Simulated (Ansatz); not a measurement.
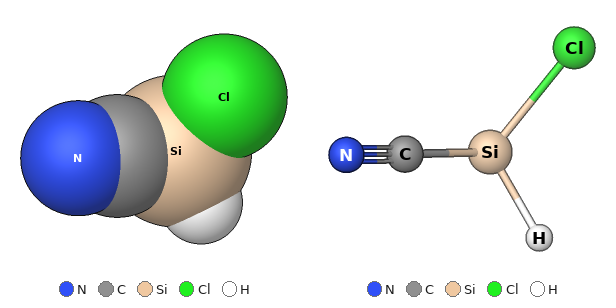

The same structure drawn twice, from different directions.

The species is neutral and a spin doublet.

Which formula does it have?

CHClNSi, 5 atoms: 1 carbon, 1 hydrogen, 1 chlorine, 1 nitrogen and 1 silicon.

How many atoms are distinct by symmetry?

5: 1 N, 1 C, 1 Si, 1 Cl, 1 H.

What is the point group of this geometry?

C1.

The parts below concern this one geometry. Atoms keep their numbers from picture to picture. The computed structure is the end point of a PBE0-D4/def2-TZVP optimisation.

Geometry

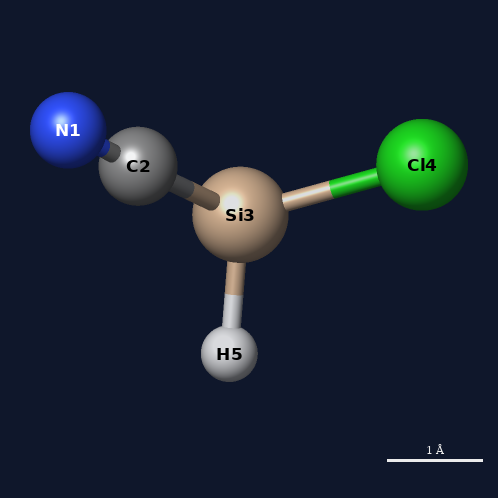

The atoms are numbered.

What is the geometry at C2?

C2 has 2 neighbours (N1 at 1.15, Si3 at 1.83 Å); the arrangement is linear.

Describe the coordination of atom 3.

Si3 has 3 neighbours (C2 at 1.83, Cl4 at 2.03, H5 at 1.48 Å); the arrangement is trigonal pyramidal.

Vibrations

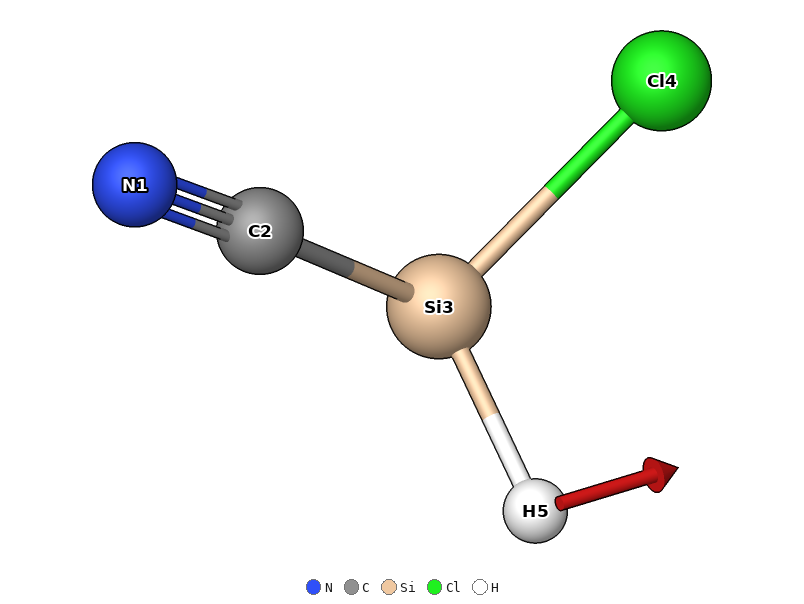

The arrows show one normal mode. Harmonic vibrations computed with UKS PBE0-D4/def2-TZVP (Ansatz 0.2.0) at a stationary point of the same level.

What kind of motion is it?

Mostly angle bending.

At what wavenumber does it lie?

758 cm⁻¹; it is mode 7 of 9 counted from the lowest.

Dipole moment

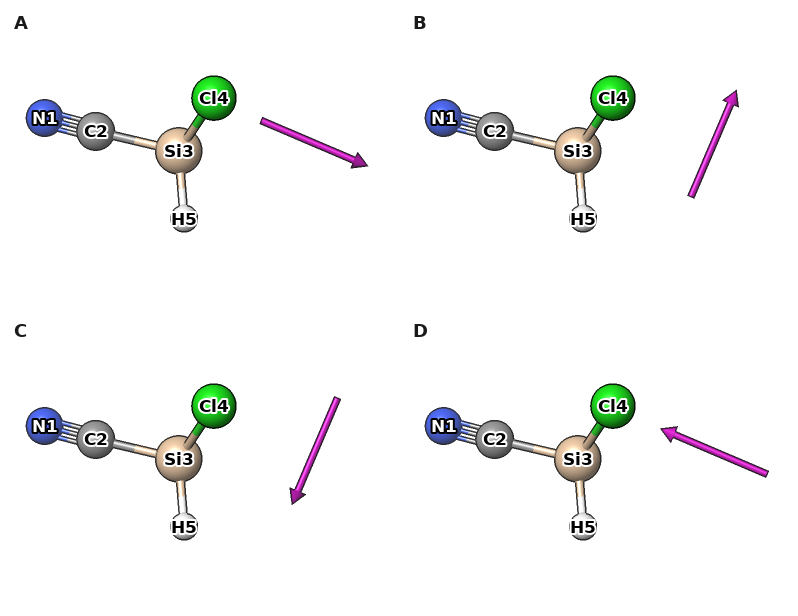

The same molecule four times, each with an arrow. Level of theory: UKS r2SCAN-D4/def2-TZVPP (Ansatz 0.2.0).

Which arrow points along the dipole moment, from the negative to the positive end?

A. The dipole moment is 3.02 D; it points from the side of N1 to the side of H5 (the outermost atoms at the two ends).

Charges

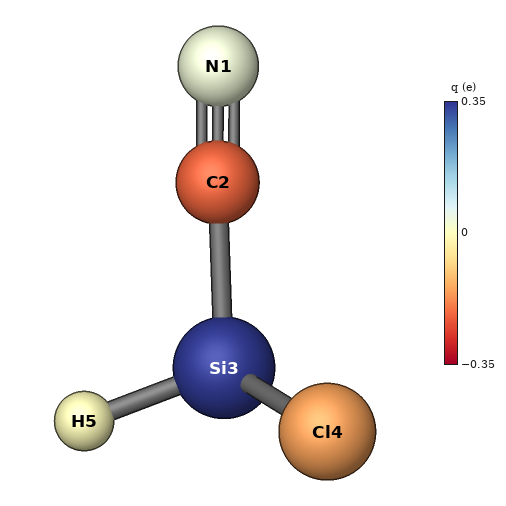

Atoms are coloured by their Mulliken charges. Level of theory: UKS PBE-D4/def2-TZVPP (Ansatz 0.2.0).

Which atom carries the highest charge (most positive or least negative)?

Si3 (0.34 e).

And the lowest?

C2 (−0.22 e).

List the Mulliken charges.

```tsv
atom	value (e)
N1	0.03
C2	−0.22
Si3	0.34
Cl4	−0.15
H5	−0.01
```

Mulliken values depend strongly on the basis set and can even reverse the polarity of a bond.
